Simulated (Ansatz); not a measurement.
Input

```
crystal:
  lattice:
    - [2.7379150942, 1.4710606775, 8.0016859055]
    - [-2.4091662058, 1.4847803988, 7.8945236009]
    - [0.1762560715, -2.976316726, 7.9518675843]
  atoms:
    - { symbol: K, position: [-0.0037175355, 0.0021146381, -0.0037645681] }
    - { symbol: Sc, position: [0.4978852809, 0.5085820103, 0.4914631531] }
    - { symbol: Br, position: [0.6050733544, 0.6204598178, 0.6023343399] }
    - { symbol: Br, position: [0.8391508955, 0.8586905357, 0.8472987625] }
    - { symbol: Br, position: [0.1409354156, 0.1577490584, 0.1476316725] }
    - { symbol: Br, position: [0.3935640214, 0.3895258475, 0.3983056949] }
kpoints:
  mp_grid: { grid: [4, 4, 4] }
hamiltonian:
  xc: pbesol
scf:
  occupations: { method: fermi_dirac, width: 0.05 }
relax:
  f_tol: 0.01
  cell: {}
  max_steps: 120
output:
  write_density: true
  write_potential: true
  elf: true
  volumetric_format: npy
```

Command:

```sh
ansatz run input.yaml --threads 2 --pin off --max-ram 2211MiB --backend cpu --events-out ev --progress --plain --runs-dir out
```

Below, planes, directions and counts refer to the conventional cell (a = 15.38 Å, b = 5.34 Å, c = 5.27 Å, α = 90.00°, β = 96.18°, γ = 90.01°).

The fields are those of the run's last geometry, not of the input's.

Space group Cm; a structure from a database of computed crystals, not necessarily the ambient phase; started from the BaSrI4-166 prototype, which need not be the ambient phase; changed on purpose from its base cell (shaken).

All numbers below come from Ansatz, DFT, PBEsol, plane waves, PAW.

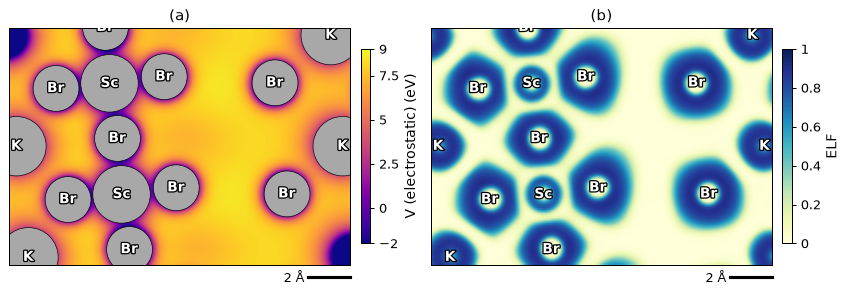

KScBr₄. (a) electrostatic potential energy of an electron; (b) ELF on the (010) plane of the conventional cell. Grey discs cover the atomic cores in the potential map.

Core electrons are frozen (PAW), and the valence fields are smoothed inside the atomic spheres.

### Interpret the plot.

- Atoms in the plane: K, Sc and Br.
- Sc–Br (2.53 Å): the ELF is about 0.50 at the midpoint.
- K–Br (3.30 Å): the ELF is about 0.10 at the midpoint; a largely ionic contact.
- Sc–Br (2.62 Å): the ELF is about 0.40 at the midpoint.
- Sc–Br (2.62 Å): the ELF is about 0.40 at the midpoint.
- K–Br (3.46 Å): the ELF is about 0.10 at the midpoint (an ionic contact with no shared pair).
- The features right at K and Sc lie inside the PAW spheres, where the map follows smoothed inner orbitals and isn't to be read closely.
- Outside the cores the potential energy rises away from the atoms and is highest about 2.5 Å from the nearest atoms; its zero is arbitrary.
